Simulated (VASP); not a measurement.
Band structure of Mg₃Sb₂ (a-la2o3). Level of theory: AM05 GGA, VASP's PBE PAW potentials (set 64) (plane waves; VASP).

Unless said otherwise, spin-orbit coupling is left out, though it shifts the bands of the heavy elements here.

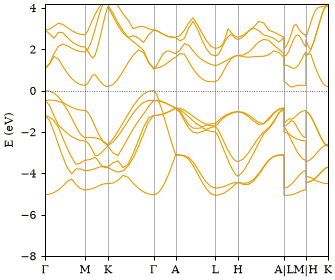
Figure: Bands along high-symmetry lines, zero at the valence-band maximum or, without a gap, the Fermi level

**Question.** Read the plot: is there a gap, and where are the band edges?

**Answer.** The gap is indirect, 0.17 eV, from the valence maximum at Γ to the conduction minimum at L-M at 0.33. (Edges off the drawn lines would not show.)

The compound is Mg3Sb2 in the a-la2o3 structure. It was relaxed first.
